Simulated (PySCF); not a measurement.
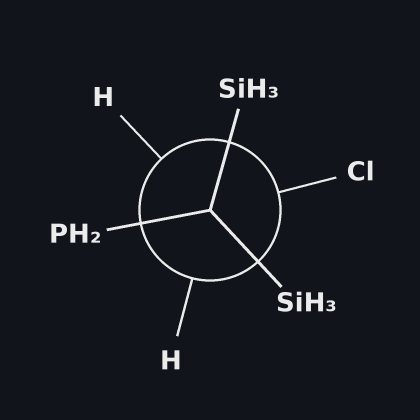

A Newman projection along the Si–C bond, silicon in front; angles are drawn as computed, but eclipsed bonds slightly apart. The geometry was computed by an optimisation with PBE0-D3(BJ)/def2-SVP. No frequency run is at hand to confirm it as a minimum.

Which molecule is it?

Answer. CH10ClPSi3, [SiH3][Si]([SiH3])(P)CCl

What is the torsion angle from the front PH2 to the back Cl? The sign is positive where the front bond must turn clockwise to cover the back bond.

Answer. 176°, antiperiplanar (anti). The conformation about this bond is staggered.
